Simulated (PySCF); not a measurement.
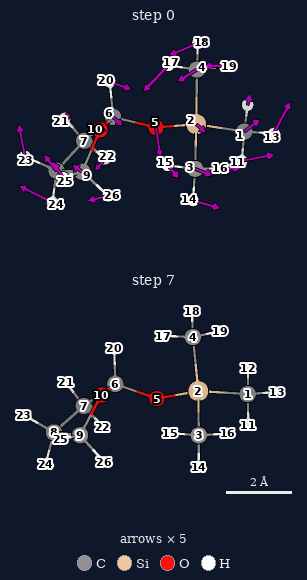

The structure of C7H16O2Si before (top) and after (bottom) a relaxation, at one scale. The purple arrows give the displacements, 5 times their true length.

A ball-and-stick model, seen from a free direction.

The start comes from GFN2-xTB.

The calculation used PBE0-D3(BJ)/def2-SVP geometry optimisation, gas phase (PySCF). 

Question: What changed between the two?

Answer: The energy falls by 0.139 eV in 7 geometry steps. The largest force component goes from 1.6 to 0.02 eV/Å. The largest moves after the best rigid fit, 0.25 Å, are those of H13 and H24. Largest moves by element: H 0.25 Å, O 0.19 Å, C 0.16 Å, Si 0.09 Å. Among the contacts that change: Si2–O5 1.647 → 1.694 Å, Si2–C3 1.909 → 1.873 Å, C1–Si2 1.900 → 1.870 Å, C1–H11 1.085 → 1.101 Å. Bond angles that change, for instance: C1–Si2–O5 101.3° → 104.4°, C3–Si2–O5 112.9° → 109.8°, Si2–O5–C6 126.3° → 123.2°.
